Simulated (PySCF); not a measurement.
**C$_{4}$H$_{9}$BrSi$_{2}$: density, localisation and related maps**

Input file:

```
{"job": {"kind": "uv", "xc": "CAM-B3LYP", "basis": "def2-SVPD", "nstates": 8, "ntriplets": 3}, "charge": 0, "multiplicity": 1}
C     -1.807236     3.092595     0.338283
C     -1.241834     2.056003     0.113404
Si    -0.347175     0.480163    -0.270490
C     -1.571437    -0.952483    -0.443182
Br     0.582507     0.810666    -2.298983
C      1.061115     0.176125     0.960439
Si     1.997480    -1.473569     0.758100
H     -2.307355     3.996973     0.536345
H     -1.996462    -1.220445     0.519105
H     -2.390596    -0.689337    -1.106986
H     -1.084038    -1.834020    -0.850848
H      0.655632     0.230484     1.970890
H      1.775689     0.996126     0.877990
H      3.095101    -1.501566     1.725005
H      1.061480    -2.568940     1.032846
H      2.509531    -1.589829    -0.605846
```

Command:

```sh
OMP_NUM_THREADS=1 python probes_run.py task.json out
```

Geometry: GFN2-xTB.

Theory: CAM-B3LYP/def2-SVPD, SCF density, gas phase (PySCF 2.14.0).

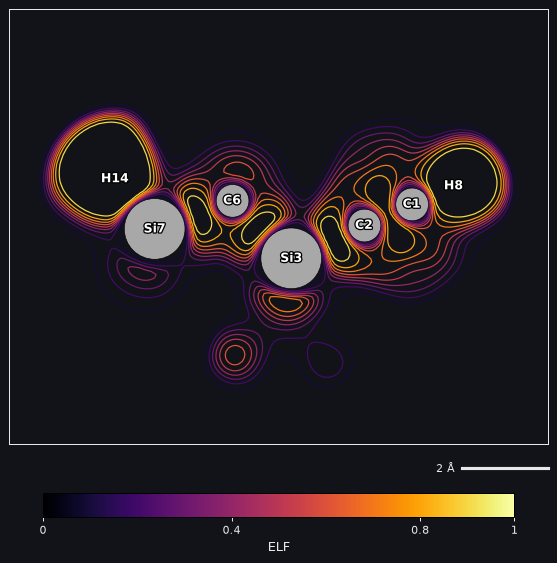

Figure 1. ELF on the plane of atoms C6, Si7 and H14. Grey discs cover the atomic cores.

What does the map show?

Atoms in the plane: C, Si and H.
C–C (1.20 Å): the ELF peaks at about 0.85 between the atoms; a short, multiple covalent bond.
C–Si (1.85 Å): the ELF peaks at about 1 between the atoms (a covalent bond).
C–H (1.05 Å): the ELF climbs to about 1 towards the hydrogen, as it does in any bond to H; an ordinary covalent bond to hydrogen.
C–Si (1.89 Å): the ELF peaks at about 0.95 between the atoms: a shared electron pair.
Si–H (1.46 Å): the ELF climbs to about 1 towards the hydrogen.

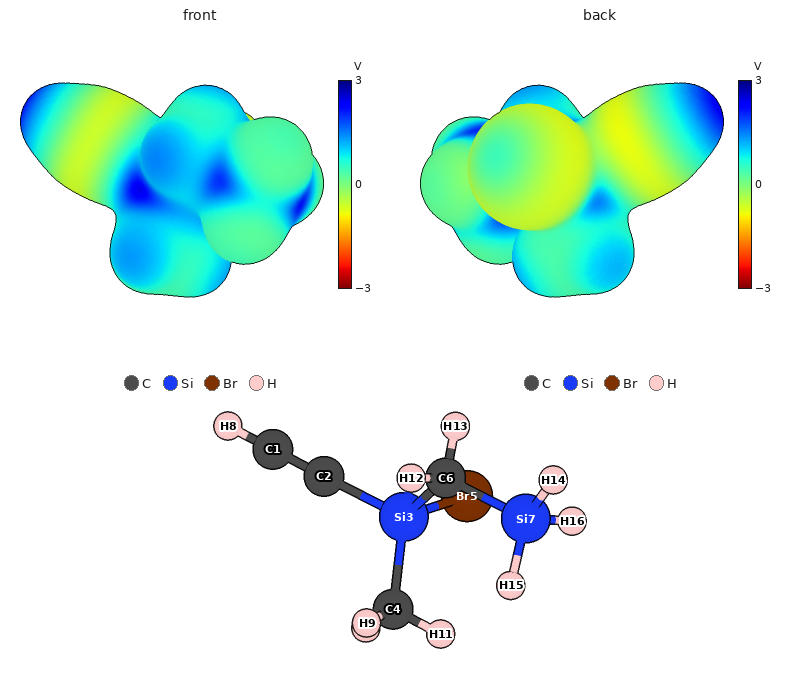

Figure 2. The electrostatic potential painted on the density surface at 0.004 e/bohr³, seen from the front and from behind; red is negative and blue positive. The bare structure is drawn below in the same view.

Describe the electrostatic potential map.

The most negative region (about −0.8 V) lies over C1 and C2, the most positive (about +2.2 V) over Si3 and H8. Br5 shows a σ-hole: about +0.4 V at the tip opposite its bond, against about −0.6 V on its flanks.

What dipole moment does the calculation give?

Its dipole moment is 2.26 D.
